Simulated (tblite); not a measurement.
# Molecular dynamics of B2Cl4

System: B2Cl4 (Diboron tetrachloride), SMILES ClB(Cl)B(Cl)Cl.
Method: GFN2-xTB Langevin dynamics, gas phase (tblite 0.8.0).

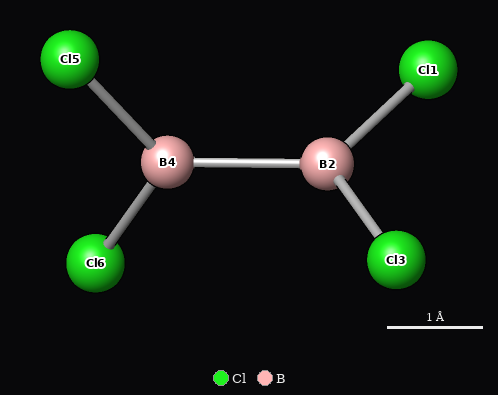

Fig. 1: The structure as given in the input (ball-and-stick view, seen at a tilt; atoms are numbered from 1 in the order of the input). Bond lengths as drawn: B–B 1.70 Å and B–Cl 1.72 Å.

**Key numbers**

```tsv
quantity	value
outcome	finished
mean temperature over the second half	591 K
trajectory	25 frames kept, 12600 fs
hardware	1 CPU thread, shared host
wall time	80 s
peak memory	0.42 GiB
```

**The input**
```
{"job": {"dt": 1.5, "steps": 8000, "equilibration": 400, "friction": 0.005, "h_mass": 4.0, "temperature": 600, "xc": "GFN2-xTB", "basis": "xTB", "kind": "md"}, "charge": 0, "multiplicity": 1}
Cl    -1.726788    -1.208082     0.864272
B     -0.843567    -0.072758    -0.079980
Cl    -1.752336     0.905977    -1.164846
B      0.847694     0.075207     0.051864
Cl     1.574228     1.157574     1.174964
Cl     1.913259    -0.849956    -0.932574
```

The first line tells a small driver script what to run in tblite; the rest is the geometry in Å.

Run as:
```bash
OMP_NUM_THREADS=1 python <driver script> task.json out
```

**Log**
```
t/fs     T/K   E - E0/eV
     0.0    434.5    -0.0000
   525.0    656.9     0.3545
  1050.0    740.7     0.3360
  1575.0    288.4     0.2537
  2100.0    617.0     0.4237
  2625.0    533.8     0.3035
  3150.0    541.2     0.2517
  3675.0    649.3     0.1270
  4200.0    517.1     0.6438
  4725.0    670.8     0.1560
  5250.0    464.2     0.2935
  5775.0    704.2     0.4983
  6300.0    300.1     0.1922
  6825.0    406.2     0.2078
  7350.0    378.6     0.4089
  7875.0    514.1     0.2111
  8400.0    679.8     0.4305
  8925.0    605.0     0.3812
  9450.0    726.6     0.2053
  9975.0    596.8     0.2676
 10500.0    902.9     1.0121
 11025.0   1016.5     0.3871
 11550.0    379.7     0.3120
 12075.0    443.2     0.3739
 12600.0    727.8     0.2334
```

**Trajectory as extended XYZ (Å, eV, eV/Å), 25 frames, from step=0 to step=8400**
```
6
Properties=species:S:1:pos:R:3:forces:R:3 step=0 time_fs=0.0 energy=-565.23022 temperature=434.5
Cl   -1.7268   -1.2081    0.8643    0.0010   0.0020  -0.0020
B    -0.8436   -0.0728   -0.0800   -0.0010   0.0000   0.0000
Cl   -1.7523    0.9060   -1.1648    0.0000  -0.0010   0.0020
B     0.8477    0.0752    0.0519    0.0010   0.0010   0.0000
Cl    1.5742    1.1576    1.1750   -0.0010  -0.0020  -0.0020
Cl    1.9133   -0.8500   -0.9326    0.0000   0.0010   0.0010
6
Properties=species:S:1:pos:R:3:forces:R:3 step=350 time_fs=525.0 energy=-564.87569 temperature=656.9
Cl   -0.9902   -0.5884    1.1690   -0.3800   0.0780  -0.3150
B    -0.2348   -0.3042   -0.3403    1.2040   0.0260  -0.2310
Cl   -1.0176    0.2658   -1.7812   -0.1630  -0.2050   0.5820
B     1.5278   -0.4148   -0.3849   -0.3910  -1.0380  -1.9540
Cl    2.5759    0.3679    0.5683    0.7120   0.9980   1.4500
Cl    2.5051   -1.2488   -1.7360   -0.9820   0.1410   0.4690
6
Properties=species:S:1:pos:R:3:forces:R:3 step=700 time_fs=1050.0 energy=-564.89425 temperature=740.7
Cl    0.8744   -0.8646    1.3651   -0.0550  -0.2190   0.3400
B     1.1093   -0.7184   -0.3043   -0.0650  -0.0580  -0.1300
Cl   -0.2527   -0.5809   -1.3245   -0.8710  -0.1660  -0.1170
B     2.4057   -0.1067   -1.0913    1.0340   1.3120  -0.3450
Cl    3.2396    1.1777   -0.1412   -0.1710  -0.6190  -0.5430
Cl    2.5684    0.0459   -2.8307    0.1270  -0.2500   0.7940
6
Properties=species:S:1:pos:R:3:forces:R:3 step=1050 time_fs=1575.0 energy=-564.97654 temperature=288.4
Cl    0.6402   -2.1076   -0.5043   -0.0570   0.7600  -0.0150
B     1.1049   -0.4761   -0.8371   -0.4920   0.7130   0.4080
Cl    0.0027    0.9177   -0.3852    0.7090  -1.2700  -0.2880
B     2.5732   -0.1639   -1.6474    0.3520   0.2620   0.0610
Cl    3.7424    1.1354   -1.1822   -0.8210  -1.1140  -0.5530
Cl    2.8603   -1.2423   -2.9875    0.3080   0.6500   0.3880
6
Properties=species:S:1:pos:R:3:forces:R:3 step=1400 time_fs=2100.0 energy=-564.80655 temperature=617.0
Cl    1.3575   -2.3915   -1.1849   -0.0900   0.4570   0.0130
B     0.6482   -0.8262   -1.1092   -0.7650  -0.4270   0.1290
Cl   -1.2164   -0.9416   -0.9829    1.6920   0.4580  -0.1190
B     1.6670    0.5801   -1.2710   -0.8470  -0.0750  -1.3570
Cl    2.2456    1.6508   -0.1162    0.0360  -0.2120  -0.3290
Cl    1.9247    0.9536   -3.1176   -0.0260  -0.2020   1.6630
6
Properties=species:S:1:pos:R:3:forces:R:3 step=1750 time_fs=2625.0 energy=-564.92668 temperature=533.8
Cl    1.2340   -1.6294   -0.0631   -0.8230   0.4390  -0.2480
B     0.0838   -0.6643   -1.0203    1.6350   0.1770  -1.3630
Cl   -1.5690   -0.7590   -0.9358   -0.6700  -0.2780   0.5160
B     0.7855    0.4194   -2.3057    0.3750  -0.0860   0.0120
Cl    1.3443    1.9448   -1.7092   -0.1390  -0.2300  -0.1980
Cl    1.0968    0.1521   -4.0586   -0.3780  -0.0220   1.2810
6
Properties=species:S:1:pos:R:3:forces:R:3 step=2100 time_fs=3150.0 energy=-564.97852 temperature=541.2
Cl    0.1927   -1.5819   -0.5370    0.2090   0.3800  -0.0840
B    -0.2663   -0.3966   -1.7860    0.5280  -0.6990   0.4520
Cl   -1.8374   -0.5857   -2.2668   -1.2270   0.1570  -0.4190
B     0.9610    0.3883   -2.6363   -0.9720  -1.0850   0.5280
Cl    1.8999    1.5664   -1.9910    1.0880   1.3010   0.2640
Cl    1.3885   -0.4886   -4.0334    0.3740  -0.0550  -0.7400
6
Properties=species:S:1:pos:R:3:forces:R:3 step=2450 time_fs=3675.0 energy=-565.10319 temperature=649.3
Cl   -0.0628   -0.9693   -0.9172   -0.0280  -0.3870   0.7930
B    -0.3225   -0.5230   -2.5018   -0.4670   0.8480  -0.7470
Cl   -1.9929   -0.1278   -2.9607    0.6040  -0.2580   0.0610
B     1.0459   -0.1536   -3.4486    0.4960  -0.0060  -0.6730
Cl    2.6179   -0.6917   -2.9226   -0.3670   0.0960  -0.0260
Cl    1.0936    0.7657   -4.9460   -0.2380  -0.2940   0.5910
6
Properties=species:S:1:pos:R:3:forces:R:3 step=2800 time_fs=4200.0 energy=-564.58639 temperature=517.1
Cl    0.3752   -1.5070   -0.3151    0.2590   0.9200  -1.2920
B    -0.1403   -0.2457   -1.5429   -0.7790  -1.1810   1.6020
Cl   -1.7904    0.2537   -0.8980    1.3660   0.1040  -1.1290
B     0.5639    0.2333   -3.0705   -1.5360   0.8270   0.1850
Cl    1.5567   -0.4719   -4.2422   -0.0070  -0.0260   0.4760
Cl   -0.3619    1.7079   -3.6426    0.6970  -0.6440   0.1580
6
Properties=species:S:1:pos:R:3:forces:R:3 step=3150 time_fs=4725.0 energy=-565.07417 temperature=670.8
Cl    0.9615   -1.5583   -0.3060    0.0330   0.0300  -0.2250
B     0.2998   -0.0364   -0.7744   -0.1540  -0.2270   0.0400
Cl   -0.1803    0.9206    0.6155    0.0640   0.0090  -0.7150
B     0.1504    0.3856   -2.4927    1.1200   0.1630   0.8410
Cl    1.5934    0.1921   -3.5163   -0.6380  -0.0650   0.3440
Cl   -1.1246    1.2769   -3.1069   -0.4250   0.0900  -0.2860
6
Properties=species:S:1:pos:R:3:forces:R:3 step=3500 time_fs=5250.0 energy=-564.93667 temperature=464.2
Cl    0.0274   -1.6921   -0.9020    0.0880  -0.0940   0.4940
B     0.2984   -0.0871   -1.4129   -0.3530  -0.0740  -0.4630
Cl    1.0227    1.1444   -0.5046    0.2720   0.1600   0.9470
B     0.1681    0.3575   -2.9832    0.8760  -0.0750  -1.6300
Cl    1.8553    0.1443   -3.7430   -0.8880   0.1190   0.3660
Cl   -0.9739    0.9653   -4.0729    0.0050  -0.0360   0.2850
6
Properties=species:S:1:pos:R:3:forces:R:3 step=3850 time_fs=5775.0 energy=-564.73194 temperature=704.2
Cl   -0.7341   -0.5010   -2.2408   -0.2490   0.0780   0.3610
B     0.4611    0.7756   -2.2909   -0.7080  -1.5890   0.4620
Cl    1.0812    1.3306   -0.8158   -0.1300   0.2030   0.3310
B     1.1424    1.0503   -3.7582   -0.0120   1.2290   0.6460
Cl    2.6201    1.9147   -3.4406    0.5830   0.0610  -1.2500
Cl    0.2142    0.9529   -5.1746    0.5180   0.0180  -0.5510
6
Properties=species:S:1:pos:R:3:forces:R:3 step=4200 time_fs=6300.0 energy=-565.03805 temperature=300.1
Cl    1.2426   -0.3561   -1.6674   -0.1980  -0.1370   0.3800
B     1.8825    1.1067   -2.1891   -0.2020   0.3180  -0.2390
Cl    1.5196    2.6430   -1.3980   -0.1110  -0.5050   0.1340
B     2.8063    1.4500   -3.5329    0.1720   0.6890   0.0150
Cl    4.3899    2.0422   -3.2077    0.4860  -0.1330  -0.0640
Cl    2.1590    1.9563   -5.0395   -0.1470  -0.2330  -0.2280
6
Properties=species:S:1:pos:R:3:forces:R:3 step=4550 time_fs=6825.0 energy=-565.02238 temperature=406.2
Cl    1.0401   -0.5136   -2.5255   -0.0390   0.2780  -0.0060
B     1.4130    1.0977   -2.0268    0.7350   0.4370  -0.6740
Cl    1.1556    1.5220   -0.4076   -0.2520   0.0090   0.3680
B     2.4658    2.1996   -2.9954   -0.3440  -1.4950  -0.1700
Cl    3.4193    3.3477   -2.2540    0.2240   0.7830   0.5550
Cl    3.0241    1.7419   -4.5804   -0.3250  -0.0130  -0.0740
6
Properties=species:S:1:pos:R:3:forces:R:3 step=4900 time_fs=7350.0 energy=-564.82134 temperature=378.6
Cl    1.2092   -0.7022   -2.6377    0.1320   0.4440   0.0470
B     2.1040    0.6612   -2.1612    0.5530  -0.3230   0.9410
Cl    2.1453    0.9471   -0.2950   -0.0250  -0.1790  -1.5910
B     3.0149    1.8250   -3.0488   -0.7920   0.6390   1.2010
Cl    2.0658    3.3474   -2.7564    0.4480  -0.3720  -0.5030
Cl    4.6194    2.0161   -3.5508   -0.3170  -0.2090  -0.0950
6
Properties=species:S:1:pos:R:3:forces:R:3 step=5250 time_fs=7875.0 energy=-565.01912 temperature=514.1
Cl    2.1114   -0.3319   -2.9743    0.0910  -0.0990  -0.2470
B     2.8672    1.1793   -2.8044    0.1090   0.9840  -0.7190
Cl    2.9048    1.8304   -1.2156    0.1100   0.0540   0.1870
B     3.5038    2.3740   -4.0468    0.5560  -0.8540   0.8110
Cl    2.6836    3.7272   -4.5941   -0.7380   0.3080  -0.1430
Cl    5.2159    2.4581   -4.4103   -0.1290  -0.3920   0.1100
6
Properties=species:S:1:pos:R:3:forces:R:3 step=5600 time_fs=8400.0 energy=-564.79973 temperature=679.8
Cl    2.8623   -0.9659   -3.4426   -0.6700  -2.1100  -0.3270
B     3.4103    0.5527   -3.1587    0.0940   0.4270  -2.3670
Cl    3.3565    1.1700   -1.6749   -0.0860   1.0900   3.1220
B     4.0574    1.6393   -4.2423    0.7910  -0.1660   0.3620
Cl    3.4069    3.1312   -4.6124   -0.5140   0.8050  -0.4760
Cl    5.7924    1.5321   -4.3393    0.3850  -0.0470  -0.3150
6
Properties=species:S:1:pos:R:3:forces:R:3 step=5950 time_fs=8925.0 energy=-564.84899 temperature=605.0
Cl    2.9915   -0.5269   -3.7300    0.1090   0.3650   0.4690
B     3.8903    0.6234   -2.8115    0.6750   0.1420   0.8180
Cl    3.4568    1.1522   -1.1869   -0.4650  -0.4500  -0.3560
B     5.2047    1.5405   -3.4146    0.2210  -1.7320   0.2210
Cl    4.6407    2.4908   -4.6170   -0.7700   1.7900  -1.6460
Cl    6.9214    1.4432   -3.3261    0.2300  -0.1160   0.4930
6
Properties=species:S:1:pos:R:3:forces:R:3 step=6300 time_fs=9450.0 energy=-565.02487 temperature=726.6
Cl    4.6677   -1.0387   -3.9333   -0.1280   0.6060   0.1510
B     4.2531    0.5979   -3.4392    0.4840  -0.1000  -0.2390
Cl    2.8341    0.7237   -2.4497    0.5260   0.1790  -0.3420
B     5.3208    1.9512   -4.0515    0.2460  -1.4540   0.5130
Cl    4.6572    3.3891   -4.5617    0.0210   0.4830  -0.1800
Cl    7.0982    1.6540   -4.2130   -1.1500   0.2860   0.0970
6
Properties=species:S:1:pos:R:3:forces:R:3 step=6650 time_fs=9975.0 energy=-564.96266 temperature=596.8
Cl    5.4465    0.8325   -3.3808    0.2860   0.4860  -0.4670
B     5.2772    2.2816   -4.3538   -0.5320  -0.0070   0.6990
Cl    3.5724    2.6165   -4.6841    0.8130   0.0850  -0.1530
B     6.5254    3.4564   -4.5750    0.2830   0.8170   0.7940
Cl    7.0119    4.5426   -3.1335   -0.5920  -1.0130  -0.8170
Cl    7.3837    3.9437   -5.9518   -0.2580  -0.3690  -0.0570
6
Properties=species:S:1:pos:R:3:forces:R:3 step=7000 time_fs=10500.0 energy=-564.21809 temperature=902.9
Cl    5.0643    2.1812   -5.7278    0.0950   0.4550  -0.0310
B     5.4710    3.6145   -4.8448    1.3290  -0.0310   1.0810
Cl    4.3006    4.4708   -3.9836   -1.5570   0.6190  -0.4300
B     7.0054    3.7793   -3.8274   -0.6770  -1.4250  -2.2040
Cl    6.3531    3.1304   -2.3602    1.3330   0.1500   0.4570
Cl    8.5954    3.6363   -4.5777   -0.5230   0.2320   1.1270
6
Properties=species:S:1:pos:R:3:forces:R:3 step=7350 time_fs=11025.0 energy=-564.84312 temperature=1016.5
Cl    5.4502    4.8498   -6.0365   -0.6220   0.1380  -1.8410
B     6.0340    4.0086   -4.7746    0.8400   0.5820   2.1980
Cl    5.9644    5.1042   -3.3219    0.0530  -0.4550   0.2310
B     7.0369    2.6544   -4.5491   -0.8760   0.1970  -1.0440
Cl    6.8503    1.4330   -3.4309   -0.1880  -0.5300   1.0390
Cl    8.1645    2.3174   -5.7740    0.7940   0.0680  -0.5830
6
Properties=species:S:1:pos:R:3:forces:R:3 step=7700 time_fs=11550.0 energy=-564.91821 temperature=379.7
Cl    7.1868    5.1146   -5.6697    0.0520  -0.2970  -0.2550
B     7.4921    3.9147   -4.4065    0.1210  -0.2210  -1.3390
Cl    7.4796    4.6182   -2.9109    0.1120   0.0770   1.3120
B     7.4275    2.2327   -4.8384   -0.5140   1.0080   0.5400
Cl    5.6894    1.8748   -4.5198    0.8150  -0.5290  -0.3800
Cl    8.6167    1.1967   -5.4630   -0.5860  -0.0380   0.1220
6
Properties=species:S:1:pos:R:3:forces:R:3 step=8050 time_fs=12075.0 energy=-564.85627 temperature=443.2
Cl    9.3109    4.3470   -4.2915   -0.6040  -0.6910   0.5790
B     8.1680    3.1322   -3.6492   -0.1370   0.7670  -0.1850
Cl    7.5226    3.4795   -1.9894    0.5840  -0.5170  -1.5750
B     7.7374    1.9640   -4.9606   -0.8750   1.0320   0.8480
Cl    6.3438    2.4145   -6.0395    1.0580  -0.4230   0.6380
Cl    8.6041    0.5486   -5.1733   -0.0260  -0.1680  -0.3060
6
Properties=species:S:1:pos:R:3:forces:R:3 step=8400 time_fs=12600.0 energy=-564.99684 temperature=727.8
Cl   10.5130    3.6020   -3.5543   -0.7780  -0.1040  -0.2500
B     8.9576    3.3492   -4.4615    1.7320   0.7690   0.4080
Cl    8.1711    4.7616   -4.9047   -0.3580   0.3820  -0.0050
B     8.6180    1.8493   -5.0350    1.2280   0.1630   0.0660
Cl    7.0874    1.2923   -4.9217   -1.7260  -1.0340  -0.0980
Cl    9.8995    0.8679   -5.6763   -0.0980  -0.1760  -0.1210
```

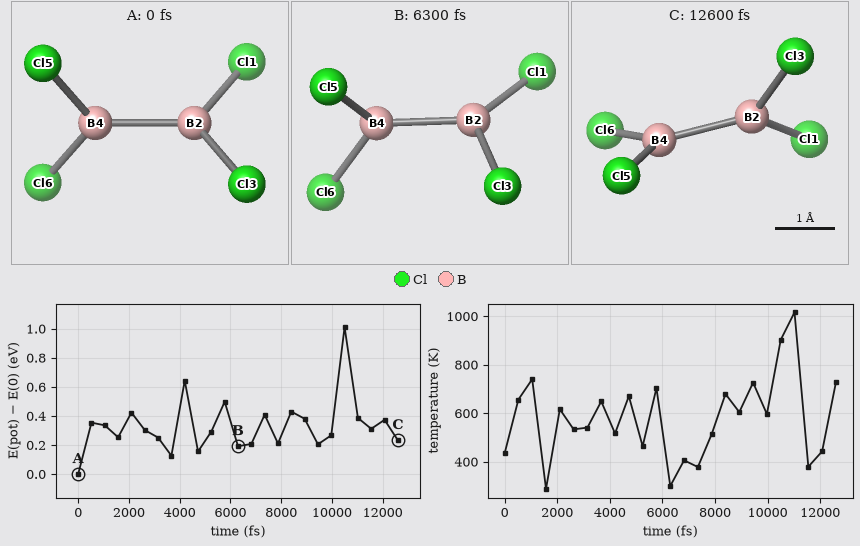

Fig. 2: Frames of the molecular dynamics (ball-and-stick, seen on its broad side) above the curves, on which the letters mark them. The trajectory kept here has 25 frames over 12600 fs. The temperature starts at 434 K, ranges from 288 to 1016 K and averages 591 K over the second half. The potential energy ends 0.233 eV above its first value. After an unweighted best fit of the last frame on the first, the root-mean-square displacement is 1.34 Å.
